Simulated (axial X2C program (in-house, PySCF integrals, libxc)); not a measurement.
# A two-component session on TeIn: properties at the nuclei

Wanted for TeIn: properties at the nuclei, at the two-component level.

Method: two-component X2C with atomic mean-field terms, Te dyall-cv3z, In dyall-cv3z; program: an in-house X2C program for linear molecules on PySCF integrals.

All values are calculated.

## 1. The job

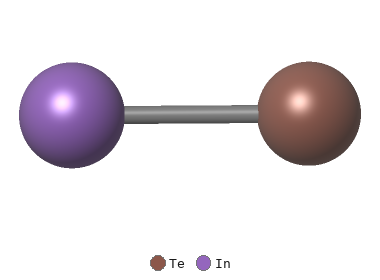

The two atoms at 2.640 Å (tellurium brown, indium purple).

task.json

```json
{"zs": [52, 49], "q": 0, "bas": ["dyall-cv3z", "dyall-cv3z"], "r0": 2.64, "levels": ["PBE0", "HF", "PBE", "LDA", "r2SCAN"], "nst": 3}
```

Keys: zs atomic numbers; q charge; bas basis sets; r0 starting distance in Å; levels methods (HF also brings MP2); nst determinants followed.

Run with:

```
$ python soeom.py task.json out
```

After this run come: Expectation values, lowest determinant; Expectation values, a higher determinant; Expectation values, a higher determinant.

Before running it: what results should come out? Wanted: lowest determinant; Eeff magnitude; Ws magnitude Te; A∥/gI Te; qzz Te; higher determinant (for each run or level that gives them).

**Answer**, as computed:

| quantity | value |
| --- | --- |
| lowest determinant | Ω = 3/2 (excess of +ω over −ω: ω = 3/2) |
| Eeff magnitude (GV/cm), PBE0 | 0.643 |
| Ws magnitude Te (kHz), PBE0 | 0.256 |
| A∥/gI Te (MHz), PBE0 | 454 |
| qzz Te (a.u.), PBE0 | -2.70 |
| higher determinant | Ω = 1/2 (excess of +ω over −ω: ω = 1/2) |
| Eeff magnitude (GV/cm), PBE0, higher determinant | 7.76 |
| Ws magnitude Te (kHz), PBE0, higher determinant | 0.294 |
| A∥/gI Te (MHz), PBE0, higher determinant | 776 |
| qzz Te (a.u.), PBE0, higher determinant | 3.25 |
| higher determinant | Ω = 7/2 (excess of +ω over −ω: ω = 1/2, 2 × ω = 3/2) |
| Eeff magnitude (GV/cm), PBE0, higher determinant | 14.2 |
| Ws magnitude Te (kHz), PBE0, higher determinant | 0.26 |
| A∥/gI Te (MHz), PBE0, higher determinant | 278 |
| qzz Te (a.u.), PBE0, higher determinant | 4.46 |

In the first state, the effective field runs from 0.353 to 1.51 GV/cm over the mean-field levels, so the levels don't agree on it. The expectation values come from single determinants, which for open shells can mix terms of unlike spin or miss the lowest Ω, so a determinant need not be a state. Eeff is the effective electric field on the electron dipole moment in this Ω state and Ws the scalar–pseudoscalar constant (defined with the proton number Z and per Ω); A∥ is the parallel hyperfine constant, which follows by multiplying with the nuclear g factor gI = μI/(I μN); qzz is the electric field gradient, eQq0 = 234.96 MHz × Q/barn × qzz; μ is positive if In is the positive end. The operators were transformed with the bare-nucleus X2C matrices.
